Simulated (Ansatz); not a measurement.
# Nudged elastic band, with input and output: KIr12 (part 3 of 3)

The same run, continued: KIr12 (slab, 13 atoms in the cell); DFT PBEsol, scalar-relativistic, plane waves, PAW, no spin polarisation (Ansatz 0.2.0); cutoff 420 eV, 4×4×1 k-mesh, Gaussian smearing of 0.1 eV. The input holds or restrains some coordinates. It belongs to a series of runs on one base structure; here: band between the two ends.

Geometry of the input (Å; fractional positions):
```
5.4306  0.0000  0.0000
2.7153  4.7030  0.0000
0.0000  0.0000  15.4340
Ir 0.1667  0.1667  0.0648
Ir 0.6667  0.1667  0.0648
Ir 0.1667  0.6667  0.0648
Ir 0.6667  0.6667  0.0648
Ir -0.1668  0.3333  0.2058
Ir 0.3336  0.3323  0.2044
Ir -0.1677  0.8337  0.2044
Ir 0.3337  0.8337  0.2043
Ir 0.0016  -0.0039  0.3444
Ir 0.4998  -0.0002  0.3456
Ir 0.0016  0.5016  0.3445
Ir 0.4960  0.5017  0.3443
K  0.8322  0.3335  0.5265
```

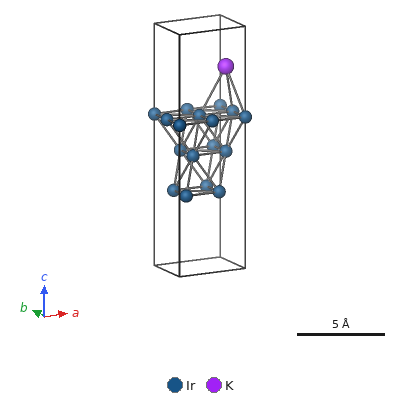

Fig. 1: The starting structure (ball-and-stick view of the cell of the calculation, with the vacuum cut short, seen slightly off an axis). An atom can appear more than once, as a periodic image.

## Output, continued
```
  k-point 0: bands = ["-83.0631", "-83.0221", "-83.0207", "-83.0041", "-82.5920", "-82.5737", "-82.5525", "-82.5524", "-82.5377", "-82.5363", "-82.5207", "-82.5199", "-40.2197", "-40.2132", "-40.2061", "-40.1518", "-40.0754", "-40.0613", "-40.0464", "-39.7680", "-39.7631", "-39.7608", "-39.7369", "-39.7341", "-39.7264", "-39.6497", "-39.6474", "-39.6442", "-39.5787", "-39.5731", "-39.3395", "-39.3151", "-39.3147", "-39.3104", "-39.2992", "-39.2988", "-39.2922", "-39.2668", "-39.2625", "-39.2593", "-39.2055", "-39.1894", "-39.1867", "-39.1853", "-39.1642", "-39.1624", "-39.1586", "-39.1575", "-21.6037", "-5.1982", "-5.1657", "-5.1630", "-0.4596", "1.5797", "1.9691", "2.2960", "2.2979", "2.3001", "2.5612", "2.5622", "2.5641", "3.0898", "3.1118", "3.1150", "3.4699", "3.4772", "3.4865", "5.0461", "5.0495", "5.0705", "5.8413", "5.8555", "5.8642", "6.0468", "6.0480", "6.1006", "6.2167", "6.4016", "6.4165", "6.4345", "6.4563", "6.4571", "6.8489", "6.8529", "7.0587", "7.1069", "7.1125", "8.0642", "8.5359", "8.5400", "8.5705", "8.5726", "8.5930", "8.6101", "8.7477", "8.7762", "9.4714", "9.4758", "9.6004", "10.0802", "10.1295", "10.1574", "10.4242", "10.4371", "10.4454", "10.6083", "10.6128", "10.6285", "10.6598", "10.6762", "10.8898", "10.8929", "10.8997", "11.0543", "11.3277", "11.3292", "11.3338", "11.4431", "11.4432", "11.4524", "12.8411", "12.9050", "12.9156", "13.2664", "13.3098", "13.3225", "13.4878", "14.5710"]
  k-point 1: bands = ["-83.0567", "-83.0261", "-83.0217", "-83.0056", "-82.5860", "-82.5685", "-82.5571", "-82.5525", "-82.5392", "-82.5379", "-82.5242", "-82.5201", "-40.1701", "-40.1628", "-40.1324", "-40.1220", "-40.0641", "-40.0514", "-40.0325", "-39.7965", "-39.7887", "-39.7165", "-39.7122", "-39.7074", "-39.6815", "-39.6760", "-39.6225", "-39.6203", "-39.6005", "-39.6000", "-39.3581", "-39.3553", "-39.3497", "-39.3464", "-39.3160", "-39.2916", "-39.2781", "-39.2642", "-39.2576", "-39.2551", "-39.2482", "-39.2456", "-39.2084", "-39.1917", "-39.1873", "-39.1846", "-39.1826", "-39.1768", "-21.6036", "-5.1976", "-5.1687", "-5.1658", "0.1280", "2.1611", "2.2898", "2.5326", "2.7573", "2.7685", "2.7879", "2.9389", "2.9501", "3.2950", "3.4038", "3.4186", "3.7561", "4.0512", "4.0720", "5.0128", "5.0375", "5.1997", "5.3450", "5.7100", "5.8494", "5.8737", "5.9769", "6.0255", "6.1038", "6.1221", "6.4950", "6.5770", "6.6124", "6.6395", "6.7411", "6.7940", "6.9151", "6.9314", "7.3458", "7.4611", "7.7442", "7.7735", "7.7990", "8.2959", "8.3190", "8.3359", "8.4892", "8.5111", "8.5460", "8.5666", "8.6467", "8.7505", "9.5128", "9.6522", "9.7097", "9.7185", "9.8701", "9.9106", "9.9289", "10.2042", "10.2572", "10.2722", "10.3163", "10.3203", "10.5443", "10.6668", "10.8970", "10.9408", "10.9617", "11.3287", "12.3476", "12.5512", "12.5631", "12.9101", "13.1664", "13.1768", "13.8954", "13.9765", "14.4303", "14.6185"]
  k-point 2: bands = ["-83.0446", "-83.0371", "-83.0218", "-83.0066", "-82.5739", "-82.5682", "-82.5611", "-82.5525", "-82.5421", "-82.5401", "-82.5275", "-82.5201", "-40.1060", "-40.0938", "-40.0925", "-40.0729", "-40.0417", "-40.0184", "-39.9145", "-39.9038", "-39.8704", "-39.8574", "-39.6616", "-39.6552", "-39.6521", "-39.6499", "-39.5756", "-39.5740", "-39.4775", "-39.4656", "-39.4506", "-39.4432", "-39.4228", "-39.4171", "-39.4082", "-39.4034", "-39.2780", "-39.2720", "-39.2546", "-39.2434", "-39.2384", "-39.2373", "-39.2281", "-39.2207", "-39.2157", "-39.1934", "-39.1883", "-39.1872", "-21.6035", "-5.1973", "-5.1731", "-5.1669", "1.4757", "1.5066", "3.0280", "3.0512", "3.3893", "3.4202", "3.4350", "3.4532", "3.5107", "3.5475", "4.1313", "4.1545", "4.4727", "4.4942", "4.6032", "4.6436", "4.9334", "4.9522", "5.0161", "5.0385", "5.4494", "5.4865", "6.0676", "6.1067", "6.3230", "6.3625", "6.3829", "6.3989", "6.4779", "6.5113", "6.6416", "6.7078", "6.8112", "6.8378", "6.8535", "6.8719", "6.8975", "6.9132", "7.0255", "7.0480", "7.7728", "7.7949", "8.0526", "8.0749", "8.2684", "8.2711", "8.5041", "8.5124", "8.6560", "8.7121", "8.8760", "8.9317", "9.1640", "9.2125", "9.3600", "9.3933", "9.5647", "9.5822", "10.2306", "10.2592", "10.7211", "10.7512", "10.9831", "11.0064", "11.5206", "11.5801", "12.4902", "12.6037", "12.9454", "12.9765", "13.3218", "13.4233", "13.9636", "14.0703", "14.6207", "14.8511"]
  k-point 9: bands = ["-83.0446", "-83.0372", "-83.0217", "-83.0066", "-82.5740", "-82.5682", "-82.5611", "-82.5525", "-82.5421", "-82.5401", "-82.5275", "-82.5201", "-40.1060", "-40.0938", "-40.0925", "-40.0730", "-40.0417", "-40.0184", "-39.9145", "-39.9039", "-39.8704", "-39.8574", "-39.6616", "-39.6552", "-39.6521", "-39.6499", "-39.5756", "-39.5740", "-39.4776", "-39.4656", "-39.4506", "-39.4432", "-39.4228", "-39.4171", "-39.4082", "-39.4034", "-39.2780", "-39.2720", "-39.2546", "-39.2434", "-39.2384", "-39.2373", "-39.2280", "-39.2207", "-39.2157", "-39.1934", "-39.1883", "-39.1872", "-21.6035", "-5.1973", "-5.1732", "-5.1669", "1.4757", "1.5066", "3.0280", "3.0512", "3.3893", "3.4202", "3.4350", "3.4532", "3.5107", "3.5475", "4.1313", "4.1545", "4.4727", "4.4942", "4.6032", "4.6435", "4.9334", "4.9521", "5.0161", "5.0385", "5.4494", "5.4865", "6.0676", "6.1067", "6.3230", "6.3626", "6.3829", "6.3990", "6.4778", "6.5113", "6.6417", "6.7078", "6.8112", "6.8379", "6.8535", "6.8719", "6.8975", "6.9131", "7.0256", "7.0480", "7.7728", "7.7949", "8.0526", "8.0749", "8.2684", "8.2710", "8.5041", "8.5124", "8.6559", "8.7122", "8.8760", "8.9318", "9.1639", "9.2125", "9.3600", "9.3933", "9.5647", "9.5822", "10.2307", "10.2592", "10.7212", "10.7512", "10.9831", "11.0064", "11.5207", "11.5801", "12.4899", "12.6036", "12.9455", "12.9765", "13.3217", "13.4234", "13.9635", "14.0703", "14.6206", "14.8515"]
this run last wrote the band of iteration 56 to [file]
--- NEB band (9 images, 56 band iterations, 2246 SCF iterations) ---
  forward barrier  = 0.022297 eV
  backward barrier = 0.022297 eV
  lagrangian_above_aufbau_ev (what the smearing adds, to first order; not taken off the barriers): saddle image -0.059261 eV, end points -0.061966 and -0.061966 eV
  climbing image's point = of a kind that is not told: the force calls were inconclusive, a negative curvature could not be distinguished from the path's own, the only one lies far off the path, or fixed occupations may fill a level only in part (lowest curvatures found: -0.05 and 0.08 eV/Å²)
  energies are F+E_penalty+E_count in eV, relative to image 0
  image     s (Å)  Δ vs image 0  max|band force component| (eV/Å)
      0    0.0000      0.000000                                 —
      1    0.5059      0.009472                          2.388e-2
      2    0.8321      0.017620                          2.898e-2
      3    1.1143      0.021377                          4.985e-2
  *   4    1.3853      0.022297                          4.403e-2
      5    1.6565      0.021398                          4.287e-2
      6    1.9388      0.017668                          3.779e-2
      7    2.2645      0.009556                          2.735e-2
      8    2.7682      0.000000                                 —
  climbing-image geometry (image 4):
  cell:  # Å, volume = 394.1876 Å³
    - [5.43058, 0.0, 0.0]
    - [2.71529, 4.70302, 0.0]
    - [0.0, 0.0, 15.43405]
  atoms:
    - { symbol: Ir, position: [0.16666669999999995, 0.16666670000000003, 0.0647918] }
    - { symbol: Ir, position: [0.6666667, 0.16666670000000003, 0.0647918] }
    - { symbol: Ir, position: [0.16666669999999995, 0.6666667, 0.0647918] }
    - { symbol: Ir, position: [0.6666667, 0.6666667, 0.0647918] }
    - { symbol: Ir, position: [-0.16588163951952759, 0.3325808625259957, 0.20519647261720597] }
    - { symbol: Ir, position: [0.3353574983749035, 0.33232001441621256, 0.20281840567526588] }
    - { symbol: Ir, position: [-0.16588210090697947, 0.8333010709047328, 0.20519538081469407] }
    - { symbol: Ir, position: [0.3344134982880109, 0.8327933998820183, 0.20571717932866063] }
    - { symbol: Ir, position: [0.0014434696024426179, -0.0007229099603171318, 0.3460106941389819] }
    - { symbol: Ir, position: [0.50075395033793, 0.0009665148343162728, 0.34505285807222746] }
    - { symbol: Ir, position: [0.006679166227328365, 0.49666524672184603, 0.3428956397887395] }
    - { symbol: Ir, position: [0.5007474230575403, 0.4982779977567253, 0.3450499488973937] }
    - { symbol: K, position: [0.7807261001390292, 0.6093897014591418, 0.5280231343910664] }
```

## The last band as extended XYZ (Å, eV, eV/Å)
```
13
Lattice="5.4306 0.0000 0.0000 2.7153 4.7030 0.0000 0.0000 0.0000 15.4340" Properties=species:S:1:pos:R:3:forces:R:3 image=0 energy=-143097.41653
Ir    1.3576    0.7838    1.0000   -0.0642   0.0366   0.0116
Ir    4.0729    0.7838    1.0000    0.0591   0.0336   0.0176
Ir    2.7153    3.1353    1.0000   -0.0054  -0.0020  -0.0538
Ir    5.4306    3.1353    1.0000    0.0001  -0.0731   0.0131
Ir   -0.0006    1.5674    3.1756   -0.0041  -0.0026   0.0000
Ir    2.7142    1.5629    3.1540    0.0025   0.0031   0.0008
Ir    1.3529    3.9207    3.1543    0.0042   0.0005   0.0011
Ir    4.0759    3.9210    3.1532   -0.0051  -0.0029   0.0080
Ir   -0.0017   -0.0184    5.3150    0.0044   0.0124  -0.0016
Ir    2.7136   -0.0008    5.3333   -0.0003   0.0002   0.0037
Ir    1.3707    2.3591    5.3163   -0.0042  -0.0022  -0.0150
Ir    4.0559    2.3595    5.3143    0.0135  -0.0032   0.0039
K     5.4248    1.5682    8.1264   -0.0005  -0.0004   0.0106
13
Lattice="5.4306 0.0000 0.0000 2.7153 4.7030 0.0000 0.0000 0.0000 15.4340" Properties=species:S:1:pos:R:3:forces:R:3 image=1 energy=-143097.40705
Ir    1.3576    0.7838    1.0000   -0.0732  -0.0102   0.0029
Ir    4.0729    0.7838    1.0000    0.0840   0.0076  -0.0343
Ir    2.7153    3.1353    1.0000    0.0282   0.0674  -0.0392
Ir    5.4306    3.1353    1.0000   -0.0078  -0.0437   0.0722
Ir    0.0020    1.5682    3.1730   -0.0008  -0.0002  -0.0001
Ir    2.7191    1.5640    3.1412    0.0000  -0.0006   0.0000
Ir    1.3581    3.9238    3.1583   -0.0007   0.0008  -0.0002
Ir    4.0774    3.9225    3.1660    0.0000   0.0003  -0.0013
Ir    0.0028   -0.0048    5.3311   -0.0005  -0.0001  -0.0002
Ir    2.7198    0.0025    5.3338   -0.0005   0.0000   0.0001
Ir    1.3830    2.3584    5.3007   -0.0009   0.0003   0.0018
Ir    4.0612    2.3554    5.3154   -0.0010   0.0003  -0.0008
K     5.6010    2.0409    8.1385   -0.0269  -0.0221  -0.0010
13
Lattice="5.4306 0.0000 0.0000 2.7153 4.7030 0.0000 0.0000 0.0000 15.4340" Properties=species:S:1:pos:R:3:forces:R:3 image=2 energy=-143097.39891
Ir    1.3576    0.7838    1.0000   -0.0762  -0.0410  -0.0092
Ir    4.0729    0.7838    1.0000    0.0920  -0.0173  -0.0585
Ir    2.7153    3.1353    1.0000    0.0351   0.0938  -0.0304
Ir    5.4306    3.1353    1.0000   -0.0049  -0.0277   0.0985
Ir    0.0027    1.5667    3.1707    0.0016   0.0010   0.0010
Ir    2.7214    1.5630    3.1348   -0.0026   0.0016   0.0008
Ir    1.3603    3.9226    3.1621    0.0001  -0.0024   0.0014
Ir    4.0779    3.9207    3.1712   -0.0009   0.0000   0.0003
Ir    0.0049   -0.0024    5.3370   -0.0001  -0.0005  -0.0005
Ir    2.7223    0.0022    5.3323   -0.0012  -0.0002  -0.0001
Ir    1.3866    2.3506    5.2954   -0.0006   0.0003  -0.0001
Ir    4.0649    2.3496    5.3176   -0.0019   0.0008  -0.0019
K     5.6864    2.3550    8.1453   -0.0405  -0.0082  -0.0013
13
Lattice="5.4306 0.0000 0.0000 2.7153 4.7030 0.0000 0.0000 0.0000 15.4340" Properties=species:S:1:pos:R:3:forces:R:3 image=3 energy=-143097.39515
Ir    1.3576    0.7838    1.0000   -0.0772  -0.0640  -0.0163
Ir    4.0729    0.7838    1.0000    0.0936  -0.0369  -0.0705
Ir    2.7153    3.1353    1.0000    0.0355   0.1047  -0.0244
Ir    5.4306    3.1353    1.0000   -0.0006  -0.0147   0.1133
Ir    0.0029    1.5653    3.1688   -0.0009  -0.0001   0.0002
Ir    2.7228    1.5627    3.1315    0.0000   0.0000  -0.0008
Ir    1.3615    3.9206    3.1649   -0.0003   0.0004   0.0007
Ir    4.0779    3.9185    3.1741   -0.0005  -0.0001  -0.0008
Ir    0.0059   -0.0026    5.3396   -0.0006   0.0000   0.0002
Ir    2.7231    0.0028    5.3296   -0.0005   0.0003  -0.0004
Ir    1.3871    2.3427    5.2929   -0.0007   0.0002   0.0023
Ir    4.0688    2.3454    5.3212   -0.0015  -0.0002  -0.0016
K     5.7774    2.6218    8.1486   -0.0464   0.0105  -0.0019
13
Lattice="5.4306 0.0000 0.0000 2.7153 4.7030 0.0000 0.0000 0.0000 15.4340" Properties=species:S:1:pos:R:3:forces:R:3 image=4 energy=-143097.39423
Ir    1.3576    0.7838    1.0000   -0.0766  -0.0782  -0.0205
Ir    4.0729    0.7838    1.0000    0.0897  -0.0517  -0.0749
Ir    2.7153    3.1353    1.0000    0.0295   0.1055  -0.0206
Ir    5.4306    3.1353    1.0000    0.0053  -0.0031   0.1183
Ir    0.0022    1.5641    3.1670    0.0000   0.0007   0.0006
Ir    2.7235    1.5629    3.1303   -0.0006   0.0003  -0.0011
Ir    1.3618    3.9190    3.1670   -0.0006  -0.0003   0.0006
Ir    4.0773    3.9166    3.1750    0.0001   0.0000  -0.0005
Ir    0.0059   -0.0034    5.3403   -0.0003   0.0002   0.0004
Ir    2.7220    0.0045    5.3256   -0.0006   0.0007  -0.0011
Ir    1.3849    2.3358    5.2923   -0.0008   0.0005   0.0021
Ir    4.0723    2.3434    5.3255   -0.0009   0.0002  -0.0010
K     5.8945    2.8660    8.1495   -0.0441   0.0254  -0.0022
13
Lattice="5.4306 0.0000 0.0000 2.7153 4.7030 0.0000 0.0000 0.0000 15.4340" Properties=species:S:1:pos:R:3:forces:R:3 image=5 energy=-143097.39513
Ir    1.3576    0.7838    1.0000   -0.0729  -0.0830  -0.0243
Ir    4.0729    0.7838    1.0000    0.0788  -0.0625  -0.0707
Ir    2.7153    3.1353    1.0000    0.0169   0.0988  -0.0163
Ir    5.4306    3.1353    1.0000    0.0124   0.0077   0.1135
Ir    0.0007    1.5636    3.1649   -0.0002   0.0006   0.0007
Ir    2.7234    1.5637    3.1314   -0.0002   0.0003  -0.0010
Ir    1.3612    3.9179    3.1688   -0.0006   0.0002   0.0003
Ir    4.0760    3.9152    3.1741    0.0001   0.0002  -0.0007
Ir    0.0052   -0.0038    5.3396   -0.0003   0.0005   0.0003
Ir    2.7185    0.0066    5.3212   -0.0006   0.0012  -0.0015
Ir    1.3800    2.3305    5.2929   -0.0007   0.0007   0.0021
Ir    4.0744    2.3433    5.3295   -0.0003   0.0005  -0.0004
K     6.0472    3.0898    8.1487   -0.0324   0.0349  -0.0019
13
Lattice="5.4306 0.0000 0.0000 2.7153 4.7030 0.0000 0.0000 0.0000 15.4340" Properties=species:S:1:pos:R:3:forces:R:3 image=6 energy=-143097.39886
Ir    1.3576    0.7838    1.0000   -0.0638  -0.0775  -0.0303
Ir    4.0729    0.7838    1.0000    0.0612  -0.0710  -0.0585
Ir    2.7153    3.1353    1.0000   -0.0024   0.0866  -0.0092
Ir    5.4306    3.1353    1.0000    0.0214   0.0180   0.0987
Ir   -0.0015    1.5636    3.1621    0.0013   0.0008   0.0011
Ir    2.7223    1.5647    3.1348   -0.0018   0.0012   0.0005
Ir    1.3598    3.9173    3.1707   -0.0001  -0.0011   0.0008
Ir    4.0741    3.9141    3.1712   -0.0004   0.0006  -0.0001
Ir    0.0045   -0.0031    5.3370    0.0002   0.0004  -0.0004
Ir    2.7129    0.0079    5.3176   -0.0013   0.0013  -0.0018
Ir    1.3730    2.3268    5.2954   -0.0005   0.0006   0.0006
Ir    4.0746    2.3443    5.3323   -0.0004   0.0010  -0.0001
K     6.2327    3.3022    8.1453   -0.0133   0.0391  -0.0013
13
Lattice="5.4306 0.0000 0.0000 2.7153 4.7030 0.0000 0.0000 0.0000 15.4340" Properties=species:S:1:pos:R:3:forces:R:3 image=7 energy=-143097.40697
Ir    1.3576    0.7838    1.0000   -0.0445  -0.0584  -0.0391
Ir    4.0729    0.7838    1.0000    0.0356  -0.0765  -0.0346
Ir    2.7153    3.1353    1.0000   -0.0276   0.0686   0.0028
Ir    5.4306    3.1353    1.0000    0.0338   0.0285   0.0724
Ir   -0.0037    1.5649    3.1584   -0.0009   0.0003  -0.0001
Ir    2.7204    1.5662    3.1412    0.0004   0.0004   0.0000
Ir    1.3582    3.9172    3.1730   -0.0002   0.0007   0.0000
Ir    4.0723    3.9137    3.1660   -0.0003  -0.0002  -0.0012
Ir    0.0056   -0.0001    5.3311   -0.0002   0.0005  -0.0002
Ir    2.7061    0.0082    5.3154   -0.0008   0.0007  -0.0009
Ir    1.3644    2.3261    5.3006   -0.0007   0.0006   0.0017
Ir    4.0731    2.3463    5.3338   -0.0003   0.0004   0.0001
K     6.4618    3.5329    8.1385    0.0056   0.0344  -0.0010
13
Lattice="5.4306 0.0000 0.0000 2.7153 4.7030 0.0000 0.0000 0.0000 15.4340" Properties=species:S:1:pos:R:3:forces:R:3 image=8 energy=-143097.41653
Ir    1.3576    0.7838    1.0000   -0.0054  -0.0019  -0.0538
Ir    4.0729    0.7838    1.0000    0.0001  -0.0731   0.0131
Ir    2.7153    3.1353    1.0000   -0.0642   0.0366   0.0116
Ir    5.4306    3.1353    1.0000    0.0591   0.0336   0.0176
Ir   -0.0047    1.5692    3.1543    0.0042   0.0005   0.0011
Ir    2.7182    1.5695    3.1532   -0.0051  -0.0029   0.0080
Ir    1.3570    3.9189    3.1756   -0.0041  -0.0026   0.0000
Ir    4.0718    3.9144    3.1540    0.0025   0.0031   0.0008
Ir    0.0131    0.0076    5.3163   -0.0042  -0.0022  -0.0150
Ir    2.6983    0.0080    5.3143    0.0135  -0.0032   0.0039
Ir    1.3560    2.3331    5.3150    0.0044   0.0124  -0.0016
Ir    4.0713    2.3507    5.3333   -0.0003   0.0002   0.0037
K     6.7824    3.9197    8.1264   -0.0005  -0.0004   0.0106
```

## Summary

| quantity | value |
| --- | --- |
| outcome | converged under the restraints of the input |
| barrier, forward | 0.022 eV |
| barrier, backward | 0.022 eV |
| electrons treated | 213 |
| wall time | 28 min (CPU time 1.6 h) |
| peak memory | 4.3 GiB |

Spin–orbit coupling is left out, which matters for Ir.
